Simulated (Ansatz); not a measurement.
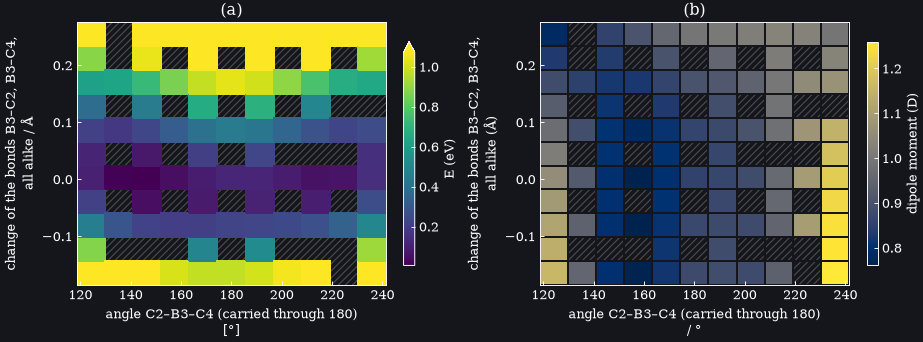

C3H4B, SMILES C#C[B]C, spin multiplicity 2. The first coordinate is: angle C2–B3–C4 (carried through 180); the second: change of the bonds B3–C2, B3–C4, all alike. Nothing is relaxed (all other coordinates rigid). The grid has 11 × 11 points. At 31 points there is no value. Points are written as (first, second). All energies are given in eV relative to the relaxed molecule at the same level. Theory: UKS r2SCAN-D4/def2-SVP (Ansatz 0.2.0).

Panel (a) is the energy and panel (b) the computed dipole moment on the same grid.

Drawn: one coloured cell a grid point, one colour for all values above the top of the scale, hatched blanks where no value was computed.

> How does the dipole moment vary over the map, and what is it at the lowest grid point?

Leaving out the highest fifth of the energies, it runs from 0.76 D at (157.7°, −0.081 Å) to 1.26 D at (235.8°, −0.123 Å). At the lowest grid point, (146.5°, 0.003 Å), it is 0.80 D.
